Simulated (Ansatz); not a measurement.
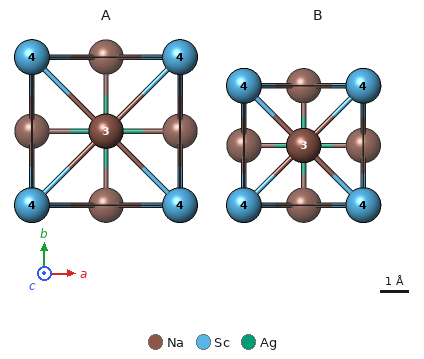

Two geometries of solid Na$_{3}$ScAg (a generated structure, set up in Pm-3m) (coarse preliminary run), drawn at one scale. One is the start of a relaxation, the other its converged end. The picture is a ball-and-stick view of the cell of the calculation, seen along the c axis.

Computed with DFT PBE, scalar-relativistic, plane waves, PAW (Ansatz). (plane-wave cutoff 420 eV; k-point mesh 4 × 4 × 4; occupations gaussian; smearing width 0.1 eV; no spin polarisation; cell and atoms relaxed; force threshold 0.04 eV/Å; at most 70 steps)

Question: Which of the two is the end point?

Answer: Structure A is the relaxed one. The atoms keep their places relative to the cell (all moves are under 0.005 Å). The drawn cell changes as follows: a = b = c 4.405 → 5.463 Å (+24.0 %); the volume changes by +90.7 %. Near-neighbour distances that change, for instance: Na–Sc 3.115 → 3.863 Å, Na–Na 3.115 → 3.863 Å, Ag–Na 2.203 → 2.731 Å. The space group stays Pm-3m (No. 221). After 6 accepted moves (8 points after the start) the energy has fallen by 5.384 eV per cell of the calculation. All forces vanish by symmetry, so only the cell relaxes. The pressure goes from 38.55 to 0.28 GPa. At 2 points the geometry stayed and the basis and grid were re-selected for the new cell (energy shift of 0.270 eV per cell of the calculation at most each time).
